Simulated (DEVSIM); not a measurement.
Device: GaP p-i-n diode, at 300 K.

```csv
layer (left to right),material,thickness (μm),Nd (cm⁻³),Na (cm⁻³),τn (s),τp (s)
1,GaP,0.260,-,3.6e17,9.9e-7,9.9e-7
2,GaP,11.0,6.6e12,-,9.9e-7,9.9e-7
3,GaP,0.0560,1.9e18,-,9.9e-7,9.9e-7
```

Left contact: ohmic. Right contact: ohmic. Voltage is applied to the left contact. Recombination: SRH at mid-gap, Auger. Mobility is constant in doping.

The device is made up for the run: typed textbook-type constants, with dimensions and the other settings drawn at random. Values at 300 K.

| parameter | GaP |
|---|---|
| gap (eV) | 2.26 |
| affinity (eV) | 3.8 |
| permittivity | 11.1 |
| Nc (cm⁻³) | 1.8e19 |
| Nv (cm⁻³) | 1.9e19 |
| μn (cm²/Vs) | 250 |
| μp (cm²/Vs) | 150 |
| Cn (cm⁶/s) | 1e-30 |
| Cp (cm⁶/s) | 1e-30 |

Simulated with DEVSIM: 1D drift-diffusion, Boltzmann statistics, complete ionisation; no tunnelling, impact ionisation, image-force lowering or self-heating.

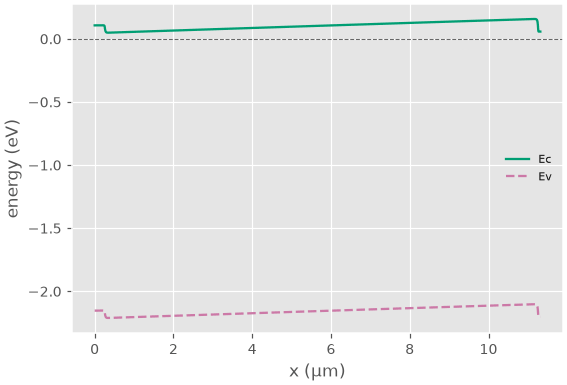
*Band edges at 2.05 V on the left contact*

Energies count from the Fermi level of the right contact; mesh points crowd at the junctions.

```tsv
x (μm)	Ec (eV)	Ev (eV)	n (cm⁻³)	p (cm⁻³)	field (V/cm)
0.000	0.107	-2.152	< 1e2	3.6e17	21
0.02420	0.108	-2.152	3.5e14	3.6e17	21
0.07141	0.108	-2.152	1.0e15	3.6e17	21
0.1498	0.108	-2.152	2.2e15	3.6e17	21
0.2286	0.108	-2.152	3.3e15	3.6e17	-310
0.2560	0.095	-2.165	6.0e15	2.2e17	-18000
0.2802	0.058	-2.202	2.6e16	5.2e16	-6100
0.3535	0.050	-2.210	3.7e16	3.7e16	60
0.4905	0.051	-2.209	3.7e16	3.7e16	100
0.7650	0.054	-2.206	3.7e16	3.7e16	100
1.381	0.060	-2.200	3.7e16	3.7e16	100
3.273	0.079	-2.181	3.7e16	3.7e16	100
6.589	0.113	-2.147	3.7e16	3.7e16	100
9.025	0.137	-2.123	3.8e16	3.8e16	98
10.47	0.151	-2.109	3.9e16	3.8e16	97
10.89	0.155	-2.105	3.9e16	3.9e16	97
11.10	0.157	-2.103	3.9e16	3.9e16	96
11.20	0.158	-2.103	4.0e16	3.8e16	-460
11.25	0.118	-2.142	1.9e17	7.8e15	-32000
11.27	0.059	-2.201	1.9e18	6.4e14	-1800
11.29	0.058	-2.202	1.9e18	3.6e14	≈ 0
11.32	0.058	-2.202	1.9e18	< 1e2	≈ 0
```
